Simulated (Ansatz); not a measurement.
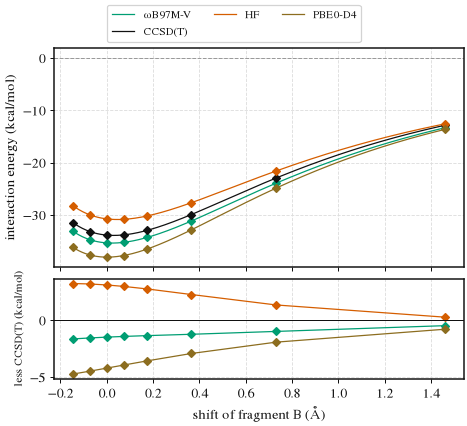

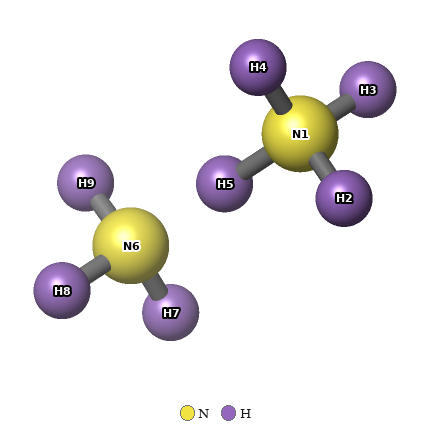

Interaction curve of the pair H₄N⁺ (A) and H₃N (B), SMILES [NH4+].N, from the arrangement drawn (closest contact, H···H pairs aside, H5···N6 1.46 Å; others can bind more strongly), without the energy that it costs to deform the partners. The Ansatz code, def2-TZVPPD, cores frozen in correlated methods. Fragment B of a pair is moved rigidly from the minimum (PBE0-D4/def2-TZVP) along the line between the fragments' mean atom positions; interaction energies with counterpoise. Splines pass through the computed points, which are marked.

Q: Which curve follows CCSD(T) best, and which worst?

A: Best ωB97M-V, worst PBE0-D4; largest departures, offsets in depth included: ωB97M-V 1.65, HF 3.23, PBE0-D4 4.74 kcal/mol. CCSD(T) is in the same finite basis, not at its limit.

Q: Give the values at the computed points.

A: In kcal/mol:
```csv
shift of fragment B (Å),ωB97M-V,CCSD(T),HF,PBE0-D4
−0.15,−33.12,−31.48,−28.25,−36.21
−0.07,−34.75,−33.19,−30.00,−37.67
0.00,−35.37,−33.88,−30.78,−38.09
0.07,−35.26,−33.84,−30.86,−37.78
0.18,−34.31,−32.96,−30.21,−36.53
0.37,−31.18,−29.94,−27.68,−32.87
0.73,−23.95,−22.97,−21.62,−24.89
1.46,−13.33,−12.85,−12.59,−13.64
```
